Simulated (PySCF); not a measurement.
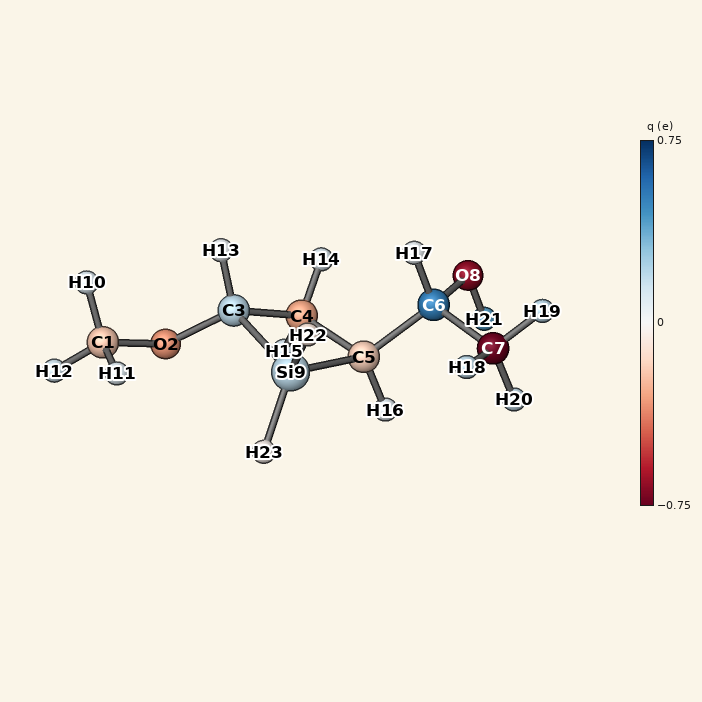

Atoms are coloured by their ESP-fitted charges. The geometry was computed by an optimisation with GFN2-xTB. No frequency run is at hand to confirm it as a minimum. Level of theory: PBE0/pcSseg-1, gas phase (PySCF 2.14.0).

### Which atom carries the highest charge (most positive or least negative)?

C6 (0.51 e).

### And the lowest?

C7 (−0.73 e).

Give the ESP-fitted charges atom by atom.

```json
{"atom": "C1", "value (e)": "−0.20"}
{"atom": "O2", "value (e)": "−0.32"}
{"atom": "C3", "value (e)": "0.19"}
{"atom": "C4", "value (e)": "−0.29"}
{"atom": "C5", "value (e)": "−0.17"}
{"atom": "C6", "value (e)": "0.51"}
{"atom": "C7", "value (e)": "−0.73"}
{"atom": "O8", "value (e)": "−0.67"}
{"atom": "Si9", "value (e)": "0.20"}
{"atom": "H10", "value (e)": "0.09"}
{"atom": "H11", "value (e)": "0.09"}
{"atom": "H12", "value (e)": "0.14"}
{"atom": "H13", "value (e)": "0.03"}
{"atom": "H14", "value (e)": "0.10"}
{"atom": "H15", "value (e)": "0.11"}
{"atom": "H16", "value (e)": "0.07"}
{"atom": "H17", "value (e)": "0.04"}
{"atom": "H18", "value (e)": "0.18"}
{"atom": "H19", "value (e)": "0.19"}
{"atom": "H20", "value (e)": "0.17"}
{"atom": "H21", "value (e)": "0.40"}
{"atom": "H22", "value (e)": "−0.09"}
{"atom": "H23", "value (e)": "−0.04"}
```

The geometry is semi-empirical. Around Si such bond lengths and angles can be off by a tenth of an ångström or more and by several degrees, and values that hang on the shape move with them.
